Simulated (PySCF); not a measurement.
# Run report: Al2H4Cl2, NMR shielding calculation

The run: NMR shielding calculation of Al2H4Cl2, SMILES [AlH2-]1[Cl+][AlH2-][Cl+]1. Method and program: GIAO PBE0/pcSseg-1 NMR shielding, non-relativistic, gas phase (PySCF 2.14.0).

The geometry comes from this level: GFN2-xTB, MD frame at 1000 fs, 300 K. It belongs to a series of runs on one base structure; here: MD frame at 1000 fs, 300 K. Figures and captions count atoms from 1; the log counts them from 0 in places.

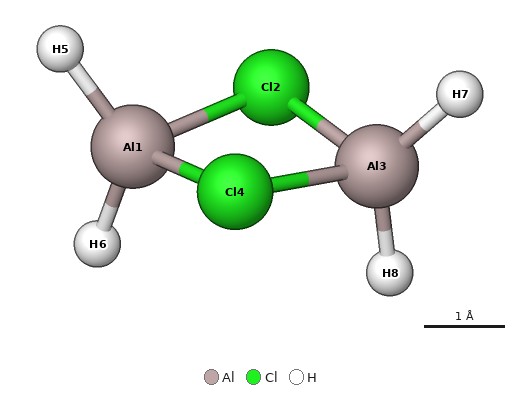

The input geometry (ball-and-stick view, seen at a tilt; atoms are numbered from 1 in the order of the input). Sticks mark near contacts.

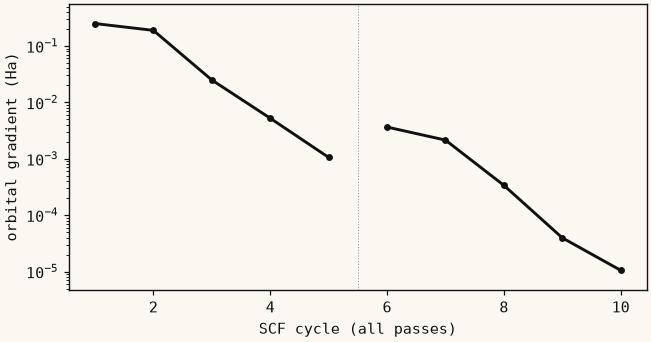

Convergence of the self-consistent field: orbital gradient against the SCF cycle. The dotted line marks the change from a coarse to the final integration grid. The first 5 cycles use a coarse grid, the final grid takes over at cycle 6, and the field converges after 10 cycles in all.

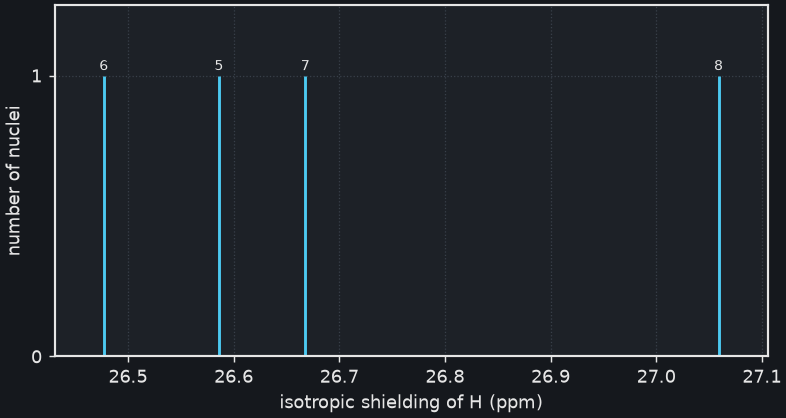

Isotropic shieldings of the hydrogen nuclei in this fixed geometry, labelled by atom number; shielding grows to the right, so chemical shift grows to the left. The least shielded is H6 (26.5 ppm), the most shielded H8 (27.1 ppm).

The input that produced these results follows, with the program's output.

Input:
```
{"job": {"kind": "nmr", "xc": "PBE0", "basis": "pcSseg-1", "pop": false}, "charge": 0, "multiplicity": 1}
Al     0.557700     0.215100     0.064200
Cl    -0.490500    -0.435500    -1.808900
Al    -2.429300    -0.067700    -0.757200
Cl    -1.289400     0.147900     1.162100
H      1.542000    -0.943300     0.546300
H      0.984200     1.691000    -0.348300
H     -3.429700    -1.284100    -0.647800
H     -2.660800     1.373100    -1.178800
```

The first line tells a small driver script what to run in PySCF; the rest is the geometry in Å.

Launched with:
```bash
OMP_NUM_THREADS=1 python <driver script> task.json out
```

What the program printed:
```
coarse grid: 8976 points
cycle   1  E = -1407.1601440354  dE =  1.925e-01  |g| = 2.498e-01  |ddm| = 2.558e+00
cycle   2  E = -1407.1702690208  dE = -1.012e-02  |g| = 1.891e-01  |ddm| = 5.122e-01
cycle   3  E = -1407.1781953410  dE = -7.926e-03  |g| = 2.497e-02  |ddm| = 2.151e-01
cycle   4  E = -1407.1783485676  dE = -1.532e-04  |g| = 5.236e-03  |ddm| = 3.207e-02
cycle   5  E = -1407.1783542123  dE = -5.645e-06  |g| = 1.057e-03  |ddm| = 5.927e-03
final grid: 68760 points
cycle   6  E = -1407.1982397137  dE = -1.684e-05  |g| = 3.649e-03  |ddm| = 9.825e-03
cycle   7  E = -1407.1982401088  dE = -3.951e-07  |g| = 2.143e-03  |ddm| = 4.181e-03
cycle   8  E = -1407.1982407532  dE = -6.443e-07  |g| = 3.382e-04  |ddm| = 2.349e-03
cycle   9  E = -1407.1982407819  dE = -2.867e-08  |g| = 3.962e-05  |ddm| = 4.100e-04
cycle  10  E = -1407.1982407821  dE = -2.451e-10  |g| = 1.051e-05  |ddm| = 4.646e-05
converged SCF energy = -1407.1982407821

GIAO shielding tensors (ppm)
atom      isotropic    diamagn.    paramagn.     s11        s22        s33       span
  0 Al     417.696     794.374    -376.679    368.790    389.222    495.075    126.284
  1 Cl     935.636    1150.682    -215.046    824.576    968.724   1013.609    189.032
  2 Al     413.057     794.110    -381.053    353.345    377.583    508.242    154.897
  3 Cl     937.750    1150.953    -213.203    835.246    969.657   1008.346    173.100
  4 H       26.586      28.023      -1.436     23.430     24.002     32.327      8.897
  5 H       26.477      28.228      -1.751     23.281     24.201     31.949      8.667
  6 H       26.668      27.376      -0.708     23.426     24.054     32.523      9.096
  7 H       27.059      28.555      -1.496     23.978     24.429     32.770      8.791
```

Key numbers:

```json
{"quantity": "outcome", "value": "converged"}
{"quantity": "total energy", "value": "−1407.198241 hartree"}
{"quantity": "HOMO", "value": "−8.31 eV"}
{"quantity": "LUMO", "value": "−0.86 eV"}
{"quantity": "dipole moment", "value": "0.92 D"}
{"quantity": "isotropic shielding, Al", "value": "413.1 to 417.7 ppm"}
{"quantity": "isotropic shielding, Cl", "value": "935.6 to 937.7 ppm"}
{"quantity": "isotropic shielding, H", "value": "26.5 to 27.1 ppm"}
{"quantity": "hardware", "value": "1 CPU thread, shared host"}
{"quantity": "wall time", "value": "16 s"}
{"quantity": "peak memory", "value": "0.58 GiB"}
```
